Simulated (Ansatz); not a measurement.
# TiPbSe3 (built on the sites of a database entry of HfPbO3): a soft mode frozen in, part 2 of 2

Which phase does TiPbSe3 (built on the sites of a database entry of HfPbO3) fall into along its unstable mode, and how much energy does it gain?

Ansatz 0.2.0; DFT PBEsol, scalar-relativistic, plane waves, PAW.

So far, highest frequency on the path or at a solved wavevector (cm⁻¹): step 2 (phonons on a q mesh) 278. Also lowest frequency on the path (cm⁻¹): step 2 -122.

The structure was built from a prototype and need not be the compound's stable phase.

## (5) Energy along the mode, all amplitudes (two of the runs are shown above)

An imaginary frequency means negative curvature, so the energy should fall and then rise again as anharmonic terms take over.

Numbers from this step:

```yaml
depth_at_the_lowest_point_sampled: 118.6 meV/atom
largest_atomic_shift_at_that_point: 0.6 Å
```

Energy from the parent against largest atomic shift:

```csv
largest atomic shift (Å),energy from the parent (meV/atom)
0.000,0
0.040,-1.23
0.080,-4.92
0.140,-14.3
0.220,-31.8
0.320,-57.8
0.450,-91.2
0.600,-119
```

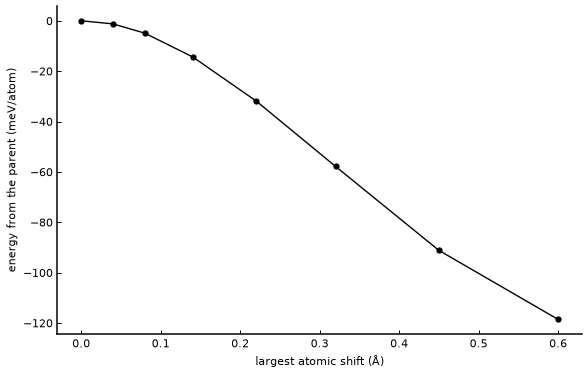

Energy from the parent against largest atomic shift.

Displacement at unit largest shift by atom:

```csv
atom,x (Å),y (Å),z (Å),size
Ti1,0.00,0.00,0.00,0.00
Ti2,0.00,0.00,0.00,0.00
Pb3,0.00,0.00,0.00,0.00
Pb4,0.00,0.00,0.00,0.00
Se5,0.00,0.00,1.00,1.00
Se6,0.00,0.00,-1.00,1.00
Se7,0.00,0.00,0.00,0.00
Se8,0.00,0.00,0.00,0.00
Se9,-1.00,0.00,0.00,1.00
Se10,1.00,0.00,0.00,1.00
```

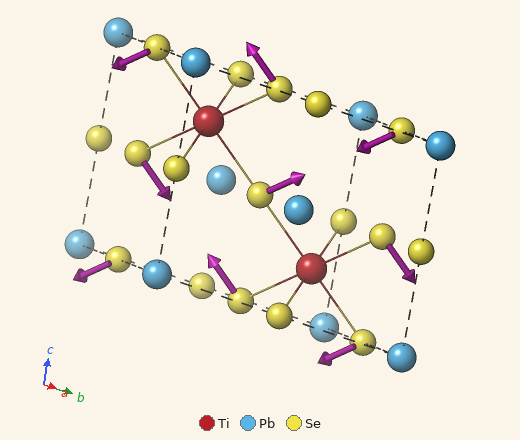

Displacement at unit largest shift as arrows, the longest 1 Å. Some periodic images of atoms are drawn too.

The lowest of the steps tried is the last one, at 0.6 Å, 119 meV/atom below the parent; the bottom of the well need not coincide with a step.

## (6) Relaxing from the distorted cell

Starting from the lowest point found, all atoms and the cell are let go, so that strain and other modes of the same symmetry can join in.

The input, input.yaml:

```yaml
crystal:
  lattice:
    - [4.9321777088, 4.9321777088, 0.0]
    - [4.9321777088, 0.0, 4.9321777088]
    - [4.9321777088, 0.0, -4.9321777088]
  atoms:
    - { symbol: Ti, position: [0.5, 0.25, 0.75] }
    - { symbol: Ti, position: [0.5, 0.75, 0.25] }
    - { symbol: Pb, position: [0.0, 0.5, 0.5] }
    - { symbol: Pb, position: [0.0, 0.0, 0.0] }
    - { symbol: Se, position: [0.5, 0.060825059, 0.439174941] }
    - { symbol: Se, position: [0.5, 0.439174941, 0.060825059] }
    - { symbol: Se, position: [0.0, 0.5, 0.0] }
    - { symbol: Se, position: [0.0, 0.0, 0.5] }
    - { symbol: Se, position: [0.5, -0.060825059, 0.939174941] }
    - { symbol: Se, position: [0.5, 0.560825059, 0.560825059] }
kpoints:
  mp_grid: { grid: [8, 8, 8] }
hamiltonian:
  xc: pbesol
scf:
  occupations: { method: methfessel_paxton, width: 0.2 }
output:
  forces: true
  stress: true
  eigenvalues: true
relax:
  adjacent_minimum: "off"
  f_tol: 0.002
  max_steps: 120
  cell: { stress_tol: 0.03 }
```

Launch:

```sh
$ ansatz run input.yaml --threads 8 --pin off --max-ram 14336MiB --backend cpu --events-out ev --progress --plain --runs-dir out
```

Numbers of over 12 decimals in the logs are rounded to 6 here.

Output:

```text
[...]
Crystal: 10 atoms, lattice volume = 239.964 Å³
Basis set: ecut = 420 eV, 4645 PW (Γ), exchange–correlation on 96×96×96 points (8 copies of the dense FFT grid, shifted against one another)
Bands: 89, of which v1, the nominal top of the filled ones, is band 74 counted from 1 (73 counted from 0)
Symmetry: 16 space group operations
[...]
k-points: 59 of 512
[...]
SCF iter   1: F=—  HF=-61010.036564 eV  |F-HF|=—  |Δ(HF+E_count)|=         —  Δρ=6.54e-3  dr2=1.59e-1  ethr=1.77e-3  ⟨swp⟩=6.7  Hψ=20806  notcnv=0
[...]
SCF iter   9: F=-61010.017924 eV  HF=-61010.017924 eV  |F-HF|=4.04e-8  |Δ(HF+E_count)|=   1.05e-7  S|Δr|=    0.00e0  Δρ=3.69e-6  dr2=6.26e-8  ethr=6.76e-11  ⟨swp⟩=8.4  Hψ=22606  notcnv=0
SCF 1 converged in 9 iterations: F = -61010.017924 eV  dr2 = 6.26e-8
[...]
relax step   1: F+E_penalty+E_count = -61010.01792360 eV  Δ(F+E_penalty+E_count) = +0.000e0 eV  max|allowed force component| = 2.908e-1 eV/Å  Δτ_max = 0.0000 Å  P = -1.051 GPa  Ω = 239.964 Å³  (9 SCF iters, dr2 threshold 1.00e-7 eV, accepted)
Crystal: 10 atoms, lattice volume = 232.639 Å³
Basis set: ecut = 420 eV, 4597 PW (Γ), exchange–correlation on 96×96×96 points (8 copies of the dense FFT grid, shifted against one another)
[...]
SCF iter   7: F=-61010.181516 eV  HF=-61010.181516 eV  |F-HF|=2.06e-7  |Δ(HF+E_count)|=   4.46e-7  S|Δr|=    0.00e0  Δρ=1.26e-5  dr2=8.75e-7  ethr=6.76e-10  ⟨swp⟩=6.4  Hψ=22858  notcnv=0
SCF 2 converged in 7 iterations: F = -61010.181516 eV  dr2 = 8.75e-7
relax step   2: F+E_penalty+E_count = -61010.18151596 eV  Δ(F+E_penalty+E_count) = -1.636e-1 eV  max|allowed force component| = 1.032e-1 eV/Å  Δτ_max = 0.1507 Å  P = +0.598 GPa  Ω = 232.639 Å³  energy of the carried Pulay correction = +7.549e-4 eV  (7 SCF iters, dr2 threshold 1.00e-6 eV, accepted)
Crystal: 10 atoms, lattice volume = 232.940 Å³
Basis set: ecut = 420 eV, 4569 PW (Γ), exchange–correlation on 96×96×96 points (8 copies of the dense FFT grid, shifted against one another)
[...]
SCF iter   7: F=-61010.311627 eV  HF=-61010.311627 eV  |F-HF|=2.35e-7  |Δ(HF+E_count)|=   4.74e-7  S|Δr|=    0.00e0  Δρ=9.64e-6  dr2=5.94e-7  ethr=6.76e-10  ⟨swp⟩=7.2  Hψ=24801  notcnv=0
SCF 3 converged in 7 iterations: F = -61010.311627 eV  dr2 = 5.94e-7
[...]
relax step   3: F+E_penalty+E_count = -61010.31162672 eV  Δ(F+E_penalty+E_count) = -1.301e-1 eV  max|allowed force component| = 1.022e-1 eV/Å  Δτ_max = 0.0623 Å  P = -0.264 GPa  Ω = 232.940 Å³  energy of the carried Pulay correction = +7.234e-4 eV  (7 SCF iters, dr2 threshold 1.00e-6 eV, accepted)
[...]
relax step   4: F+E_penalty+E_count = -61010.24086461 eV  Δ(F+E_penalty+E_count) = +7.076e-2 eV  max|allowed force component| = 2.397e-1 eV/Å  Δτ_max = 0.0137 Å  P = +2.550 GPa  Ω = 225.138 Å³  energy of the carried Pulay correction = +1.553e-3 eV  (9 SCF iters, dr2 threshold 1.00e-6 eV, rejected (line search))
[...]
relax step   5: F+E_penalty+E_count = -61010.32633948 eV  Δ(F+E_penalty+E_count) = -1.471e-2 eV  max|allowed force component| = 1.229e-2 eV/Å  Δτ_max = 0.0023 Å  P = -0.121 GPa  Ω = 232.343 Å³  energy of the carried Pulay correction = +7.859e-4 eV  (12 SCF iters, accepted)
[...]
relax step   6: F+E_penalty+E_count = -61010.32676980 eV  Δ(F+E_penalty+E_count) = -4.303e-4 eV  max|allowed force component| = 3.605e-3 eV/Å  Δτ_max = 0.0016 Å  P = -0.007 GPa  Ω = 231.962 Å³  energy of the carried Pulay correction = +8.258e-4 eV  (6 SCF iters, dr2 threshold 8.50e-8 eV, accepted)
[...]
relax step   7: F+E_penalty+E_count = -61010.32677071 eV  Δ(F+E_penalty+E_count) = -9.191e-7 eV  max|allowed force component| = 3.224e-3 eV/Å  Δτ_max = 0.0017 Å  P = -0.001 GPa  Ω = 231.966 Å³  energy of the carried Pulay correction = +8.254e-4 eV  (7 SCF iters, dr2 threshold 8.12e-10 eV, accepted)
[...]
relax step   8: F+E_penalty+E_count = -61010.32677670 eV  Δ(F+E_penalty+E_count) = -5.984e-6 eV  max|allowed force component| = 8.629e-5 eV/Å  Δτ_max = 0.0008 Å  P = +0.000 GPa  Ω = 231.953 Å³  energy of the carried Pulay correction = +8.268e-4 eV  (5 SCF iters, dr2 threshold 6.50e-10 eV, accepted)
Basis set: ecut = 420 eV, 4553 PW (Γ), exchange–correlation on 96×90×90 points (8 copies of the dense FFT grid, shifted against one another)
[...]
SCF iter   7: F=-61010.326127 eV  HF=-61010.326127 eV  |F-HF|=7.28e-12  |Δ(HF+E_count)|=  1.46e-11  S|Δr|=    0.00e0  Δρ=7.41e-8  dr2=3.36e-11  ethr=1.00e-12  ⟨swp⟩=3.2  Hψ=19427  notcnv=0
SCF 9 converged in 7 iterations: F = -61010.326127 eV  dr2 = 3.36e-11
relax step   9: F+E_penalty+E_count = -61010.32612744 eV  Δ(F+E_penalty+E_count) = +6.493e-4 eV  max|allowed force component| = 8.135e-5 eV/Å  Δτ_max = 0.0000 Å  P = +0.002 GPa  Ω = 231.953 Å³  stress off target by 8.95e-3 GPa  SCF on the basis re-selected at this cell (its energy is not comparable with the rows above)  (7 SCF iters)
basis re-selected at this cell: Δ(F+E_penalty+E_count) = +6.493e-4 eV, ΔP = +0.002 GPa vs the last step (what re-selecting the basis moved, of the pressure what is left beyond the Pulay correction that the steps carried, after the strain that the cell walked since its last selection, with what the two solves' SCF thresholds leave and, on support functions, any second-order correction that the steps lacked; it is no measure of the basis error at this ecutwfc). The dense FFT grid was sized anew with the basis: this SCF ran on 48×45×45 points, the steps before it on 48×48×48, so part of this shift can come from that change (see relax.cell in the input reference). [rest of the remark cut]
SCF converged after 7 iterations
[...]
Free energy (F): -61010.326127 eV
[...]
Internal energy: -61010.332217 eV  (E = F + TS)
E sigma→0 (E₀):  -61010.327650 eV
Entropy (-TS):   0.006089 eV (0.609 meV/atom)
Fermi energy:    10.217606 eV
[...]
--- Forces (eV/Å), atoms counted from 1 ---
  atom   1  Ti    -0.00000000     0.00000000    -0.00000000
  atom   2  Ti    -0.00000000    -0.00000000    -0.00000000
  atom   3  Pb     0.00000000     0.00000000    -0.00000000
  atom   4  Pb     0.00000000    -0.00000000     0.00000000
  atom   5  Se     0.00000000    -0.00000000     0.00008135
  atom   6  Se     0.00000000     0.00000000    -0.00008135
  atom   7  Se    -0.00000000    -0.00000000     0.00000000
  atom   8  Se    -0.00000000     0.00000000     0.00000000
  atom   9  Se    -0.00008135     0.00000000     0.00000000
  atom  10  Se     0.00008135    -0.00000000    -0.00000000
  max |Σ_I F_I| component: 2.08e-17 eV/Å
--- Stress (GPa, compression-positive) ---
       -0.000974       0.000000       0.000000
        0.000000       0.008953      -0.000000
        0.000000      -0.000000      -0.000974
  P = ⅓ Tr σ = 0.0023 GPa (0.023 kbar)
--- Band table (eV; the first three rows and the last of 59) ---
  k-point 0: bands = [... 70 lower, 9.4198, 9.4574, 10.3177, 10.3603, 10.3603, 10.4057, 10.4057, 10.6889, ... 11 higher]
  k-point 1: bands = [... 70 lower, 9.5233, 9.5847, 9.7680, 10.0693, 10.4011, 10.5089, 10.7193, 10.9961, ... 11 higher]
  k-point 2: bands = [... 70 lower, 9.1991, 9.4033, 9.6096, 9.7416, 10.5768, 10.6617, 10.9843, 11.0894, ... 11 higher]
  k-point 58: bands = [... 70 lower, 7.8196, 8.9514, 10.3196, 10.4022, 10.4022, 10.8509, 11.1389, 11.1389, ... 11 higher]
--- Relaxed structure (8 steps of the walk, 7 accepted, 1 SCFs on fresh bases) ---
  F+E_penalty+E_count = -61010.32612744 eV   max|allowed force component| = 8.135e-5 eV/Å   (the final SCF, on the basis selected at the relaxed cell)
  cell:  # Å, volume = 231.9531 Å³
    - [4.697204, 5.256433, 0]
    - [4.697204, 0.0, 4.697204]
    - [4.697204, 0.0, -4.697204]
  atoms:
    - { symbol: Ti, position: [0.500000, 0.250000, 0.75] }
    - { symbol: Ti, position: [0.500000, 0.750000, 0.250000] }
    - { symbol: Pb, position: [0, 0.5, 0.5] }
    - { symbol: Pb, position: [0, 0, 0] }
    - { symbol: Se, position: [0.500000, 0.082250, 0.417750] }
    - { symbol: Se, position: [0.500000, 0.417750, 0.082250] }
    - { symbol: Se, position: [0, 0.5, 0.0] }
    - { symbol: Se, position: [0, 0.0, 0.5] }
    - { symbol: Se, position: [0.500000, -0.082250, 0.917750] }
    - { symbol: Se, position: [0.500000, 0.582250, 0.582250] }
```

It took 88 s on 8 threads of Arm Neoverse V2, shared host; peak memory 1.8 GiB.

Relaxation path:

| step | energy less that of the first step (eV) | largest force component (eV/Å) | pressure (GPa) | volume (Å³) |
| --- | --- | --- | --- | --- |
| 1 | 0.0000 | 0.2908 | -1.05 | 239.96 |
| 2 | -0.1636 | 0.1032 | 0.60 | 232.64 |
| 3 | -0.2937 | 0.1022 | -0.26 | 232.94 |
| 4 | -0.2229 | 0.2397 | 2.55 | 225.14 |
| 5 | -0.3084 | 0.0123 | -0.12 | 232.34 |
| 6 | -0.3088 | 0.0036 | -0.01 | 231.96 |
| 7 | -0.3088 | 0.0032 | 0.00 | 231.97 |
| 8 | -0.3089 | 0.0001 | 0.00 | 231.95 |
| 9* | -0.3082 | 0.0001 | 0.00 | 231.95 |

Relaxation steps marked * repeat the geometry before them on a plane-wave basis chosen anew for their cell, so energy and pressure can jump there. Relaxation step 4 was tried and not accepted.

Forces are held to the 16 operations that the run works with; a distortion that breaks them can't arise in this run.

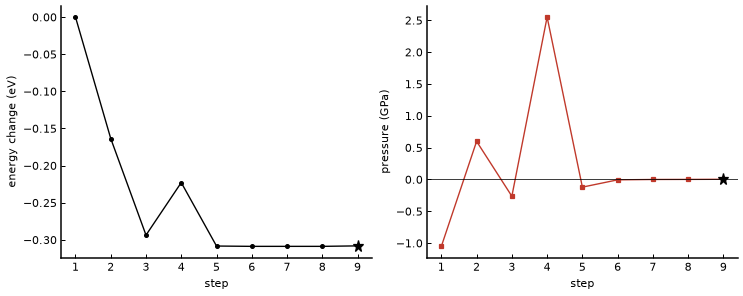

Energy and pressure along the relaxation. Stars mark steps on a basis chosen anew.

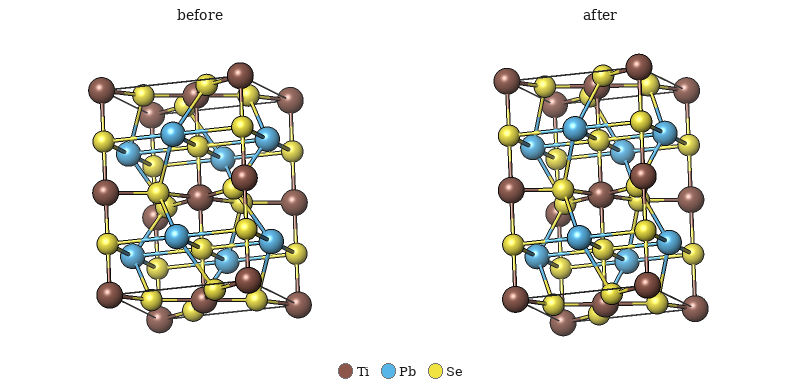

The structure before and after the relaxation, drawn at the same scale.

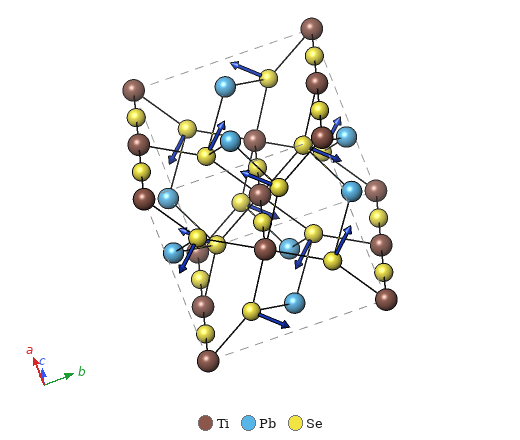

Displacements in the relaxation, exaggerated, measured against the changing cell; the longest in the cell stands for 0.20 Å. Some periodic images of atoms are drawn too.

```
conventional cell, symmetrised  before   after  change
                         a (Å)   6.975   6.643  -4.8 %
                         b (Å)   6.975   6.643  -4.8 %
                         c (Å)   9.864  10.513  +6.6 %
              volume (Å³/atom)   24.00   23.20  -3.3 %
```

The atoms that moved most (Å, as changes of fractional coordinates times the final cell):

```csv
atom,dx,dy,dz,length
Se10,0.201,0.000,0.000,0.201
Se5,0.000,0.000,0.201,0.201
Se6,0.000,0.000,-0.201,0.201
Se9,-0.201,0.000,0.000,0.201
```

The relaxed structure:

```
Ti Pb Se
1.0
     4.69720    5.25643    0.00000
     4.69720    0.00000    4.69720
     4.69720    0.00000   -4.69720
Ti Pb Se
2 2 6
Direct
  0.50000 0.25000 0.75000
  0.50000 0.75000 0.25000
  0.00000 0.50000 0.50000
  0.00000 0.00000 0.00000
  0.50000 0.08225 0.41775
  0.50000 0.41775 0.08225
  0.00000 0.50000 0.00000
  0.00000 0.00000 0.50000
  0.50000 0.91775 0.91775
  0.50000 0.58225 0.58225
```

Numbers from this step:

```yaml
pressure: 0.002335 GPa
volume_per_atom: 23.20 Å³
```

The distorted start has space group I4/mcm; the relaxation ends in I4/mcm.

## (7) Outcome

```json
{
  "unstable mode of the parent": "q = (-0.5, -0.5, -0.5), 118i cm⁻¹",
  "depth at the lowest point sampled": "119 meV/atom",
  "largest atomic shift at that point": "0.6 Å",
  "space group reached (within 0.01 Å)": "I4/mcm",
  "energy gained over the parent (first relaxation, on the mesh of the frozen mode)": "149 meV/atom",
  "volume per atom, phase reached": "23.2 Å³"
}
```

In words: Along this mode the structure falls into I4/mcm, 149 meV/atom below the parent. At the parent's cell the well is 118.6 meV/atom deep on the steps tried, with its lowest point at a shift of 0.6 Å. That is the last step tried, so the steps alone don't bracket the bottom of the well. Relaxing atoms and cell changes the gain by +30.84 meV/atom against the lowest step (energies at zero smearing). The modes of the phase reached were not computed on this path. Of the 4 patterns followed to their end from this parent, this one ends 21.5 meV/atom above the lowest, Imma. Each path keeps the symmetry of its pattern, so a lower phase may lie along a pattern not tried. With no gap, or one that is small against the smearing, the frequencies hang on the k mesh and the smearing, most of all near Kohn anomalies. Spin-orbit coupling is left out, which can matter for the heavy elements here. The starting cell was built on a prototype and not taken from a measurement, so the phase need not exist.

[Logs are printed without paths, hosts, clocks, repeated set-up lines and the standing remarks that a program may print on its own settings, such as how far it seeks lower states.]

[Hosts, paths, dates, database ids (printed as entryN), source tags and the programs' standing remarks are cut or masked in the printed files.]
